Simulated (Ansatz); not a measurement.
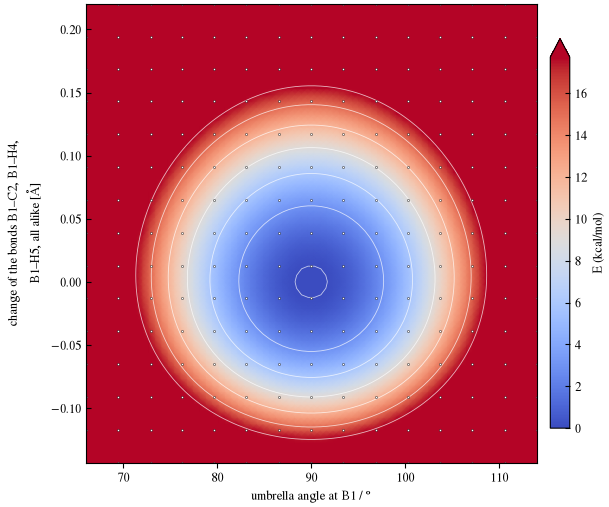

CH3BF, SMILES B[CH]F, spin multiplicity 2. The first coordinate is: umbrella angle at B1 (between each of its bonds and their common axis; 90 is planar); the second: change of the bonds B1–C2, B1–H4, B1–H5, all alike. Nothing is relaxed (all other coordinates rigid). The grid has 15 × 15 points; 120 points were computed and 105 follow by symmetry. Points are written as (first, second). Energies are in kcal/mol, from the lowest grid point. These are results of UHF-MP2, frozen core/def2-TZVP in Ansatz 0.2.0, not measurements.

The picture shows a smooth colour map with a few white contour lines, dots at the grid points, one colour for all values above the top of the scale. Between grid points the surface is interpolated.

Q: Where is the minimum, and how stiff is the well along each coordinate?

A: The interpolated minimum is at the first coordinate ≈ 90.0°, the second coordinate ≈ 0.000 Å. The curvatures there are about 15 eV/rad² and 83 eV/Å², with a cross term of about 0 eV/(rad·Å). Round the minimum the two coordinates are nearly uncoupled. (1 eV is 23.1 kcal/mol.)
